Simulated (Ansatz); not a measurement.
C3H4 (SMILES [CH]=C[CH2-]) (charge −1, doublet)

Input

```
crystal:
  periodic: [false, false, false]
  atoms:
    - symbol: C
      position_ang: [-0.360676, -0.215779, 1.048481]
    - symbol: C
      position_ang: [0.862400, -0.728209, 0.577825]
    - symbol: C
      position_ang: [1.315790, -0.638765, -0.745102]
    - symbol: H
      position_ang: [-0.430028, -0.445953, 2.141452]
    - symbol: H
      position_ang: [1.580624, -1.259609, 1.249231]
    - symbol: H
      position_ang: [2.279979, -1.057108, -1.056217]
    - symbol: H
      position_ang: [0.701958, -0.140374, -1.501537]
basis:
  gaussian:
    orbitals: def2-TZVPD
total_charge: -1
magnetization:
  spin_polarized: true
  initial_magnetization: 1
hamiltonian:
  xc: pbe0
output: {forces: true, orbitals: {seedname: orbitals}}
```

Run with:

```sh
ansatz run input.yaml --threads 2 --pin off --max-ram 4350MiB --events-out events.jsonl --progress --plain --runs-dir runs
```

Geometry: B3LYP-D3(BJ)/def2-SVPD; the highest occupied orbital lies above zero, a sign that basis and functional describe the outermost electron poorly.

Theory: isolated molecule in a Gaussian basis; Kohn-Sham density functional theory, functional PBE0 (Ansatz 0.2.0).

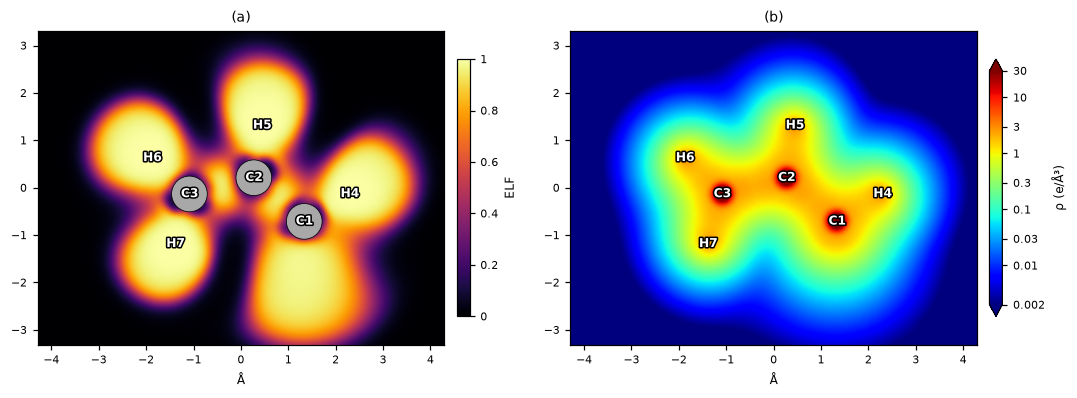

Figure 1. (a) electron localisation function; (b) total electron density on the molecular plane. Grey discs cover the atomic cores in the ELF map.

> What do the fields say about this system?

- The plane passes through C and H nuclei.
- C–C (1.40 Å): the density is about 2.1 e/Å³ at the midpoint; the ELF peaks at about 0.95 between the atoms: localised, covalent bonding.
- C–H (1.09 Å): the density is about 2 e/Å³ at the midpoint; the ELF climbs to about 1 towards the hydrogen, as it does in any bond to H: an ordinary covalent bond to hydrogen.
- The ELF also peaks beside C1, away from the bonds: non-bonding electrons, paired or unpaired.

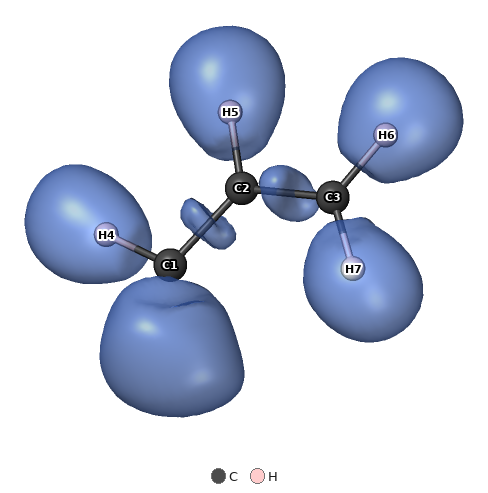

Figure 2. Isosurface of the ELF at 0.85 (blue), seen at a tilt. Only the valence region is drawn (cores and ρ < 0.01 e/Å³ removed).

> Where are the electrons localised?

The ELF exceeds this value in two regions between bonded C–C atoms (shared pairs), four regions around hydrogen nuclei and one lobe on C, pointing away from the bonds (non-bonding electrons).

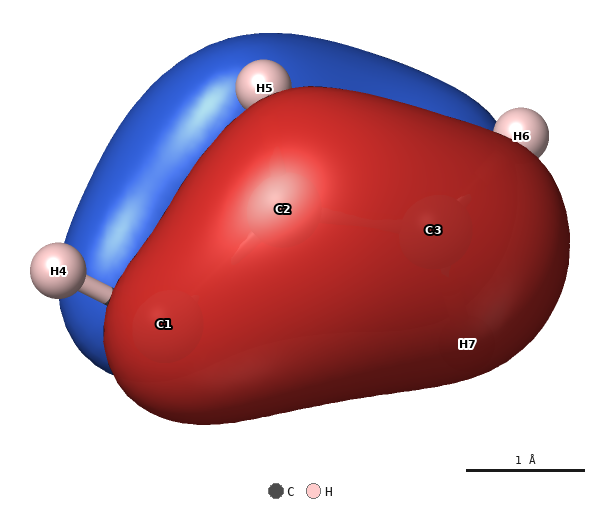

Figure 3. The HOMO−1 (β) at ±0.08 Å⁻³ᐟ² (blue and red are the two phases), seen at a tilt.

> Describe this orbital and give its energy.

By Hirshfeld shares it lies mainly on C2 (about 45 %), C3 (about 30 %) and C1 (about 15 %); it changes sign across the molecular plane (π type); π-bonding across C1–C2 and C2–C3. Its energy is −2.23 eV.

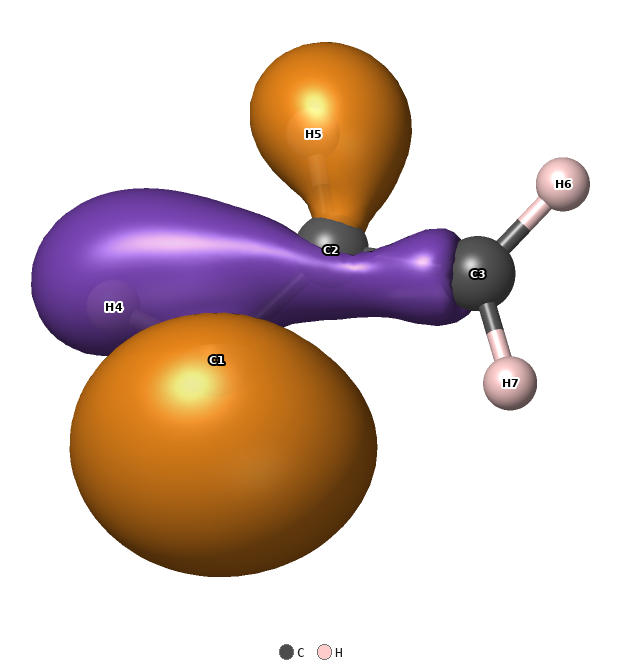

Figure 4. The HOMO−1 (α) at ±0.1 Å⁻³ᐟ² (orange and purple are the two phases), seen at a tilt.

> Describe this orbital and give its energy.

Its weight (Hirshfeld) is mainly on C1 (about 75 %), C2 (about 10 %) and H4 (about 10 %); it is symmetric in the molecular plane (an in-plane orbital: σ, lone-pair or in-plane π type). Its energy is 0.36 eV.
